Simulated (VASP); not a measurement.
Band structure of Nb$_{3}$Si (space group Pm-3n). Computed with LDA (Ceperley-Alder, Perdew-Zunger), VASP's LDA PAW potentials (set 64) (plane waves; VASP).

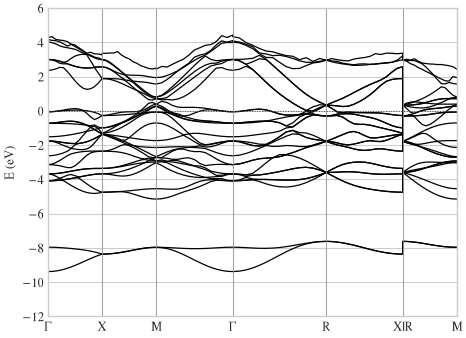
Figure: Bands along high-symmetry lines, zero at the valence-band maximum or, without a gap, the Fermi level

Q: Read the plot: is there a gap, and where are the band edges?

A: It has no gap at this level: it comes out as a metal or semimetal. (Edges off the drawn lines would not show.)

The structure comes from a computed database's Nb3Si entry (Pm-3n); how it stands against other phases isn't given here. It was relaxed first, which changed the volume by -6 %.
